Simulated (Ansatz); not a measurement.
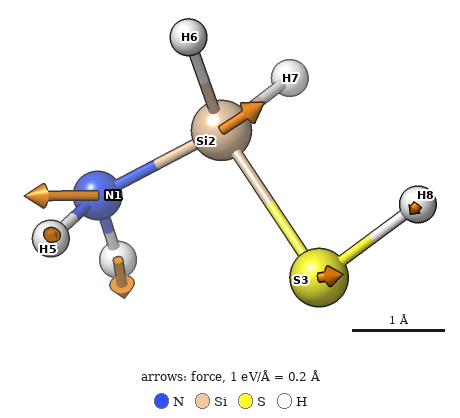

Starting geometry of SiNH$_{5}$S (coarse preliminary run) with the computed forces as orange arrows. Style: ball-and-stick. Shown at a tilt.

The start comes from a force field.

All numbers below come from Ansatz, RKS PBE-D4/def2-SVP.

The input:
```yaml
crystal:
  periodic: [false, false, false]
  atoms:
    - {symbol: N, position_ang: [-0.633400, 0.568000, -1.140200]}
    - {symbol: Si, position_ang: [0.510100, 0.170700, -0.037700]}
    - {symbol: S, position_ang: [-0.531400, -1.102200, 1.313100]}
    - {symbol: H, position_ang: [-0.993800, -0.227600, -1.556400]}
    - {symbol: H, position_ang: [-1.448000, 1.032200, -0.657600]}
    - {symbol: H, position_ang: [0.989900, 1.402000, 0.654700]}
    - {symbol: H, position_ang: [1.602000, -0.568000, -0.738000]}
    - {symbol: H, position_ang: [0.596600, -1.332200, 2.106200]}
basis:
  gaussian: {orbitals: def2-SVP}
hamiltonian: {xc: pbe, dispersion: d4}
relax: {f_tol: 0.03, max_steps: 200}
```

Command:
```bash
ansatz run in.yaml --threads 2 --pin off --events-out ev --progress --plain --max-ram 4352MiB
```

**Is this structure relaxed? If not, where do the atoms go?**

It isn't relaxed: the largest force vector, on N1, is 4.40 eV/Å. The final displacements have little in common with the starting forces (cosine between the two patterns 0.25). The atom that moves furthest after the best rigid fit is H4 (0.30 Å). Largest moves by element: H 0.30 Å, S 0.28 Å, Si 0.11 Å, N 0.09 Å. Some distances before and after: N1–Si2 1.637 → 1.736 Å, N1–H4 0.968 → 1.024 Å, Si2–S3 2.128 → 2.182 Å, S3–H8 1.398 → 1.364 Å. Among the angles between lasting bonds that change: Si2–N1–H5 109.8° → 118.5°, N1–Si2–S3 103.3° → 112.0°, Si2–N1–H4 110.5° → 118.5°. The energy falls by 0.478 eV in 9 geometry steps. Largest force component: 3.7 eV/Å at the start, 0.029 eV/Å at the end.
